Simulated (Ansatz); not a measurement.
Cubic perovskite KCdF3, treated with r²SCAN (PAW; Ansatz, a program for electronic structure).

Numerical settings: plane-wave cutoff 560 eV, 8×8×8 k mesh, Fermi–Dirac smearing 0.01 eV, scalar-relativistic PAW data made under PBE.

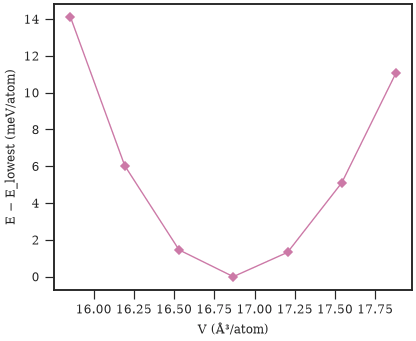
Total energy against volume

From the curve, estimate the equilibrium volume and the bulk modulus.

V0 ≈ 16.9 Å³/atom and B0 ≈ 66 GPa; the fit gives V0 = 16.869 Å³/atom, B0 = 65.7 GPa, B′ = 4.8.

Note: the relaxation could not lower the start's symmetry, so the cell can be a saddle point above a distorted one.

The computed numbers hold no vibrational or temperature effects.

Cost on a shared machine: roughly 120 core-seconds.
